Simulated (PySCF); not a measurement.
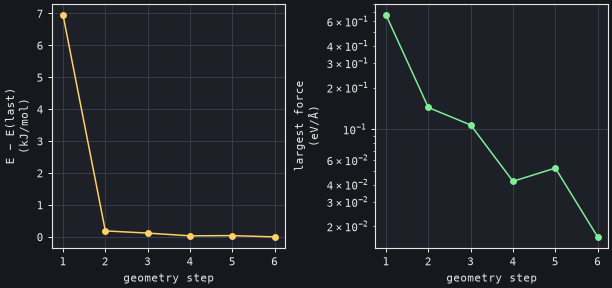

History of a geometry optimisation.

System: C7H9NSe (SMILES C=Cc1cn[se]c1CC).
Method: PySCF, PBE0-D3(BJ)/def2-SVP, geometry optimisation.

How did it end, and what did it gain?

The optimisation met its thresholds at geometry 6, counting the start as the first. The energy fell by about 7 kJ/mol from the first step to the last. The largest force goes from about 0.67 eV/Å at the start to 0.017 eV/Å at the end.
